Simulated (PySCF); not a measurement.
**Geometry relaxation of AuPCl3F3**

System: AuPCl3F3 (AuCl3(PF3)).
Method: PBE0-D3(BJ)/def2-SVP geometry optimisation, gas phase (PySCF 2.14.0).

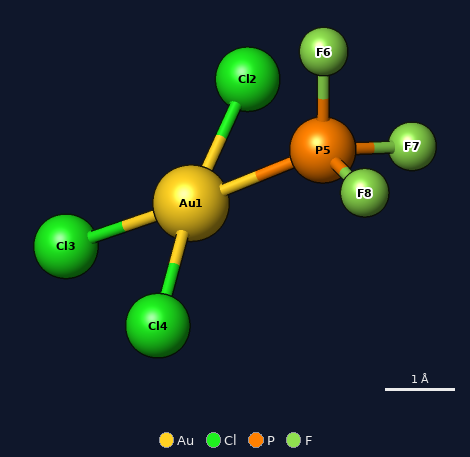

*The input geometry (ball-and-stick view, seen at a tilt; atoms are numbered from 1 in the order of the input). Sticks mark near contacts.*

Bond lengths as drawn: Au–Cl 2.24 to 2.31 Å, Au–P 2.30 Å and F–P 1.53 to 1.56 Å.

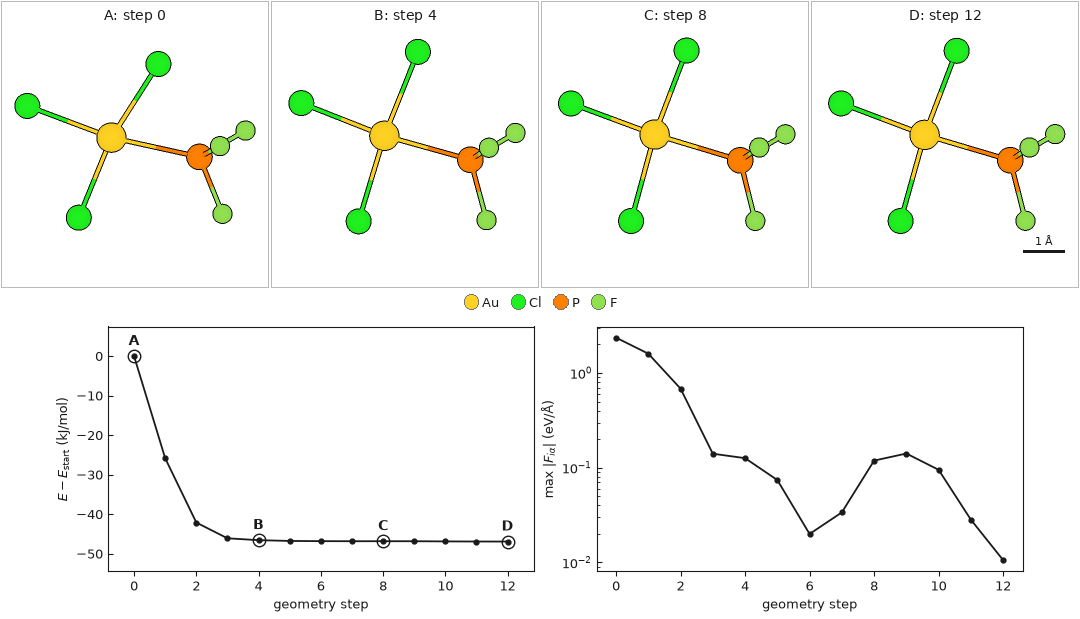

*Frames of the relaxation (ball-and-stick view, seen at a tilt) above the curves, on which the letters mark them (steps are counted from 0).*

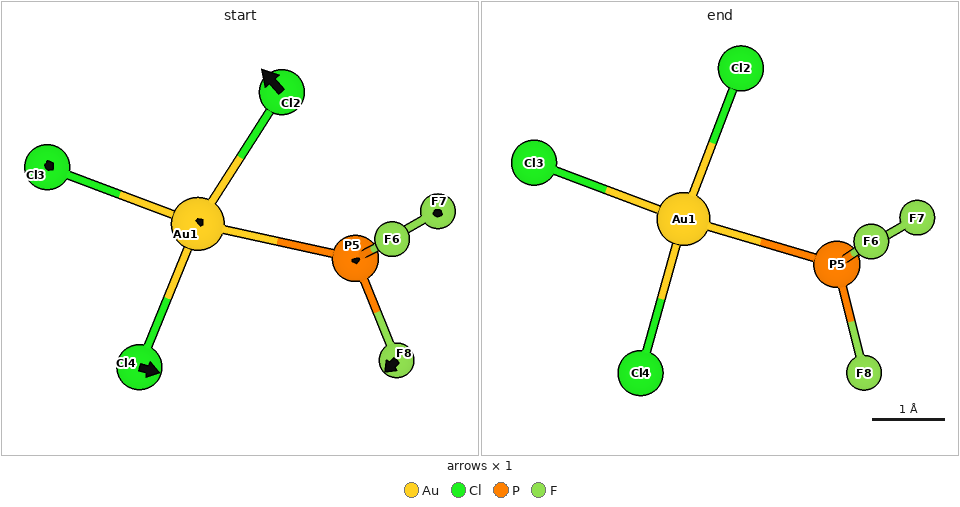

*Before (left) and after (right) the relaxation, at one scale (ball-and-stick view, seen at a tilt). The black arrows give the displacements, at true length.*

After 12 geometry steps the energy has fallen by 46.9 kJ/mol. The largest force component goes from 2.4 to 0.011 eV/Å. Cl2 moves most after the best rigid fit: 0.44 Å. By element the largest moves are Cl 0.44 Å, F 0.25 Å, Au 0.10 Å, P 0.09 Å. Among the contacts that change: Au1–Cl2 2.263 → 2.326 Å, Au1–Cl4 2.241 → 2.301 Å, Au1–Cl3 2.309 → 2.276 Å, P5–F8 1.529 → 1.559 Å. Among the angles that change: Cl2–Au1–P5 67.3° → 82.3°, Cl2–Au1–Cl3 105.1° → 93.6°, Cl4–Au1–P5 102.8° → 92.5°. (Atoms are counted from 1 in the order of the input.)

These pictures come from the run below.

Input
```
{"job": {"xc": "PBE0", "basis": "def2-SVP", "d3": "d3bj", "grid": 1, "maxiter": 30, "shake": 0.03, "kind": "geom"}, "charge": 0, "multiplicity": 1}
Au    -0.083920     1.192890     0.012750
Cl     2.033320     0.454130    -0.288940
Cl     0.052550     3.492860    -0.142660
Cl    -2.280940     1.551530     0.267000
P      0.060360    -1.104380    -0.000590
F      0.916880    -1.814260     1.098630
F      0.588490    -1.843320    -1.247280
F     -1.148510    -2.015100     0.217390
```

The first line tells a small driver script what to run in PySCF; the rest is the geometry in Å.

Command:
```bash
OMP_NUM_THREADS=1 python <driver script> task.json out
```

Output
```
step   0  E = -2155.69348419  max force = 0.045912
step   1  E = -2155.70332333  max force = 0.031088
step   2  E = -2155.70951626  max force = 0.013300
step   3  E = -2155.71103387  max force = 0.002734
step   4  E = -2155.71121248  max force = 0.002454
step   5  E = -2155.71128723  max force = 0.001443
step   6  E = -2155.71130711  max force = 0.000389
step   7  E = -2155.71131481  max force = 0.000658
step   8  E = -2155.71131405  max force = 0.002311
step   9  E = -2155.71131577  max force = 0.002748
step  10  E = -2155.71133192  max force = 0.001849
step  11  E = -2155.71134339  max force = 0.000551
step  12  E = -2155.71134724  max force = 0.000206
optimisation converged
```

Trajectory as extended XYZ (Å, eV, eV/Å), 13 frames, from step=0 to step=12
```
8
Properties=species:S:1:pos:R:3:forces:R:3 step=0 energy=-58659.40754
Au   -0.0839    1.1929    0.0127   -1.2228   0.4913  -0.1398
Cl    2.0333    0.4541   -0.2889    1.9496   0.2107  -0.2523
Cl    0.0525    3.4929   -0.1427    0.4562  -0.2856   0.0367
Cl   -2.2809    1.5515    0.2670   -0.8237  -0.1683   0.1657
P     0.0604   -1.1044   -0.0006    1.3023  -0.3053   0.7555
F     0.9169   -1.8143    1.0986    0.4190   0.4810   0.5183
F     0.5885   -1.8433   -1.2473    0.2803   0.0428  -1.2682
F    -1.1485   -2.0151    0.2174   -2.3609  -0.4666   0.1842
8
Properties=species:S:1:pos:R:3:forces:R:3 step=1 energy=-58659.67528
Au   -0.0795    1.1792    0.0115   -0.2571   0.3260  -0.2728
Cl    2.1136    0.6566   -0.3033    1.1475  -0.0422  -0.1367
Cl    0.1516    3.4689   -0.1547    0.0223  -0.4133   0.0977
Cl   -2.2976    1.4227    0.2723   -0.7179  -0.0026   0.1406
P     0.0331   -1.1216    0.0044    0.6705  -0.6551   0.7104
F     0.8842   -1.8302    1.1117    0.3959   0.5914   0.1477
F     0.5483   -1.8640   -1.2532    0.3374   0.2763  -0.7716
F    -1.2154   -1.9973    0.2275   -1.5986  -0.0805   0.0847
8
Properties=species:S:1:pos:R:3:forces:R:3 step=2 energy=-58659.84379
Au   -0.0615    1.1290   -0.0078    0.0971  -0.0809  -0.1384
Cl    2.2203    0.6887   -0.3233   -0.0479   0.1557   0.0193
Cl    0.1661    3.3803   -0.1454    0.0164   0.1908   0.0190
Cl   -2.3318    1.3419    0.2749    0.0588  -0.0677   0.0216
P     0.0031   -1.1501    0.0273    0.0383   0.0107   0.0980
F     0.9377   -1.7530    1.1312   -0.5298  -0.1418  -0.2619
F     0.5577   -1.8032   -1.2809   -0.3167  -0.1076   0.2977
F    -1.3533   -1.9194    0.2403    0.6839   0.0408  -0.0554
8
Properties=species:S:1:pos:R:3:forces:R:3 step=3 energy=-58659.88509
Au   -0.0394    1.1374   -0.0193    0.1274  -0.0128  -0.0931
Cl    2.2458    0.7502   -0.3336   -0.0651   0.0347   0.0248
Cl    0.1585    3.4000   -0.1422    0.0114   0.0480   0.0121
Cl   -2.3092    1.3255    0.2733    0.0111  -0.0681   0.0167
P     0.0070   -1.1486    0.0278   -0.1145  -0.0695   0.0733
F     0.8928   -1.7957    1.1370   -0.0902   0.0070  -0.0830
F     0.5240   -1.8422   -1.2685   -0.0207   0.0001   0.0456
F    -1.3413   -1.9122    0.2418    0.1406   0.0606   0.0036
8
Properties=species:S:1:pos:R:3:forces:R:3 step=4 energy=-58659.88995
Au   -0.0263    1.1373   -0.0293    0.1262   0.0276  -0.0497
Cl    2.2570    0.7765   -0.3357   -0.0229  -0.0021   0.0114
Cl    0.1726    3.4031   -0.1429   -0.0203   0.0037   0.0058
Cl   -2.2974    1.2961    0.2699   -0.0243  -0.0251   0.0095
P    -0.0009   -1.1468    0.0289   -0.1167  -0.0356   0.0264
F     0.8766   -1.8018    1.1358    0.0276   0.0014   0.0172
F     0.5079   -1.8528   -1.2624    0.0119  -0.0021  -0.0216
F    -1.3512   -1.8973    0.2520    0.0185   0.0322   0.0011
8
Properties=species:S:1:pos:R:3:forces:R:3 step=5 energy=-58659.89199
Au   -0.0091    1.1368   -0.0396    0.0581   0.0329  -0.0032
Cl    2.2731    0.7888   -0.3370   -0.0054  -0.0102  -0.0004
Cl    0.1774    3.4049   -0.1473   -0.0063  -0.0154  -0.0050
Cl   -2.2834    1.2786    0.2634   -0.0190  -0.0057  -0.0004
P    -0.0092   -1.1469    0.0319   -0.0742   0.0092  -0.0109
F     0.8662   -1.8051    1.1378    0.0451  -0.0081   0.0341
F     0.4891   -1.8639   -1.2575    0.0147  -0.0077  -0.0199
F    -1.3660   -1.8788    0.2646   -0.0130   0.0050   0.0058
8
Properties=species:S:1:pos:R:3:forces:R:3 step=6 energy=-58659.89253
Au    0.0013    1.1372   -0.0457    0.0069   0.0121   0.0130
Cl    2.2820    0.7874   -0.3385    0.0031  -0.0075  -0.0057
Cl    0.1875    3.4043   -0.1566    0.0023  -0.0079  -0.0094
Cl   -2.2755    1.2755    0.2568   -0.0034   0.0055  -0.0052
P    -0.0167   -1.1464    0.0356   -0.0166   0.0117  -0.0121
F     0.8615   -1.8044    1.1403    0.0176  -0.0041   0.0200
F     0.4753   -1.8713   -1.2524   -0.0005  -0.0048  -0.0071
F    -1.3771   -1.8679    0.2767   -0.0094  -0.0051   0.0065
8
Properties=species:S:1:pos:R:3:forces:R:3 step=7 energy=-58659.89274
Au    0.0111    1.1377   -0.0518   -0.0335  -0.0097   0.0159
Cl    2.2893    0.7774   -0.3422    0.0079  -0.0022  -0.0080
Cl    0.2034    3.4030   -0.1733    0.0098  -0.0005  -0.0113
Cl   -2.2674    1.2821    0.2479    0.0117   0.0113  -0.0067
P    -0.0250   -1.1458    0.0417    0.0338   0.0055  -0.0029
F     0.8564   -1.8024    1.1459   -0.0123   0.0026  -0.0028
F     0.4587   -1.8799   -1.2448   -0.0109   0.0007   0.0082
F    -1.3882   -1.8577    0.2929   -0.0067  -0.0077   0.0076
8
Properties=species:S:1:pos:R:3:forces:R:3 step=8 energy=-58659.89271
Au    0.0342    1.1380   -0.0686   -0.0976  -0.0475   0.0119
Cl    2.3058    0.7444   -0.3556    0.0156   0.0066  -0.0093
Cl    0.2516    3.3969   -0.2261    0.0201   0.0136  -0.0131
Cl   -2.2460    1.3084    0.2235    0.0345   0.0203  -0.0055
P    -0.0462   -1.1435    0.0607    0.1189  -0.0088   0.0166
F     0.8407   -1.7964    1.1649   -0.0630   0.0138  -0.0418
F     0.4147   -1.9027   -1.2205   -0.0247   0.0112   0.0341
F    -1.4165   -1.8307    0.3380   -0.0038  -0.0092   0.0071
8
Properties=species:S:1:pos:R:3:forces:R:3 step=9 energy=-58659.89276
Au    0.0506    1.1369   -0.0832   -0.1132  -0.0588   0.0005
Cl    2.3163    0.7109   -0.3707    0.0163   0.0093  -0.0064
Cl    0.2953    3.3893   -0.2779    0.0207   0.0191  -0.0100
Cl   -2.2283    1.3387    0.2036    0.0413   0.0192  -0.0006
P    -0.0624   -1.1412    0.0792    0.1413  -0.0172   0.0266
F     0.8250   -1.7908    1.1858   -0.0799   0.0185  -0.0565
F     0.3805   -1.9216   -1.1958   -0.0255   0.0149   0.0430
F    -1.4388   -1.8080    0.3753   -0.0009  -0.0050   0.0035
8
Properties=species:S:1:pos:R:3:forces:R:3 step=10 energy=-58659.89320
Au    0.0483    1.1363   -0.0833   -0.0832  -0.0432  -0.0037
Cl    2.3144    0.7090   -0.3715    0.0118   0.0051  -0.0050
Cl    0.2976    3.3885   -0.2813    0.0136   0.0130  -0.0085
Cl   -2.2288    1.3439    0.2036    0.0312   0.0144   0.0013
P    -0.0612   -1.1413    0.0803    0.0951  -0.0076   0.0185
F     0.8242   -1.7914    1.1867   -0.0486   0.0095  -0.0277
F     0.3813   -1.9217   -1.1942   -0.0155   0.0077   0.0234
F    -1.4376   -1.8089    0.3761   -0.0044   0.0012   0.0017
8
Properties=species:S:1:pos:R:3:forces:R:3 step=11 energy=-58659.89351
Au    0.0432    1.1353   -0.0815   -0.0283  -0.0132  -0.0083
Cl    2.3108    0.7109   -0.3705    0.0048  -0.0036  -0.0033
Cl    0.2961    3.3880   -0.2787    0.0022   0.0026  -0.0072
Cl   -2.2311    1.3479    0.2060    0.0098   0.0073   0.0042
P    -0.0574   -1.1420    0.0793    0.0131   0.0125   0.0017
F     0.8246   -1.7944    1.1845    0.0058  -0.0074   0.0218
F     0.3856   -1.9197   -1.1956    0.0009  -0.0050  -0.0076
F    -1.4337   -1.8117    0.3728   -0.0083   0.0068  -0.0013
8
Properties=species:S:1:pos:R:3:forces:R:3 step=12 energy=-58659.89362
Au    0.0406    1.1348   -0.0807   -0.0074  -0.0013  -0.0106
Cl    2.3084    0.7083   -0.3718    0.0018  -0.0035  -0.0023
Cl    0.2939    3.3878   -0.2789    0.0019  -0.0009  -0.0065
Cl   -2.2320    1.3517    0.2093    0.0029   0.0017   0.0052
P    -0.0548   -1.1422    0.0792   -0.0052   0.0068   0.0030
F     0.8243   -1.7953    1.1866    0.0031  -0.0035   0.0099
F     0.3900   -1.9186   -1.1960    0.0041  -0.0050   0.0014
F    -1.4322   -1.8121    0.3687   -0.0013   0.0056  -0.0001
```

Key numbers

```csv
quantity,value
outcome,converged
total energy,−2155.711347 hartree
dipole moment,4.60 D
point group,C1
hardware,"1 CPU thread, shared host"
wall time,3.5 min
peak memory,0.63 GiB
```
